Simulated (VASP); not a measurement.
Band structure of AlAs (zinc blende). These are PBE GGA with D4 dispersion, VASP's PBE PAW potentials (set 64) (plane waves; VASP) values and carry that method's errors.

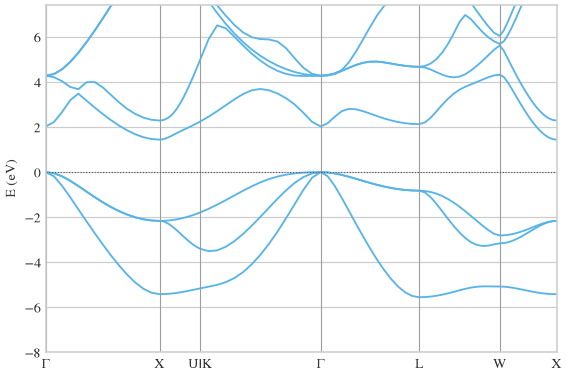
Bands along high-symmetry lines, zero at the valence-band maximum or, without a gap, the Fermi level

Question: Read the plot: is there a gap, and where are the band edges?

Answer: The gap is indirect, 1.44 eV, from the valence maximum at Γ to the conduction minimum at X. (Edges off the drawn lines would not show.)

Measured: gap 2.28 eV (computed value off by -0.84 eV), as given by Wei Chen et al., Physical Review Materials (2018), doi:10.1103/physrevmaterials.2.073803 [zero-point renormalisation of 0.04 eV added back (the table's ZPR column)].

The compound is AlAs in the zinc blende structure. It was relaxed first.
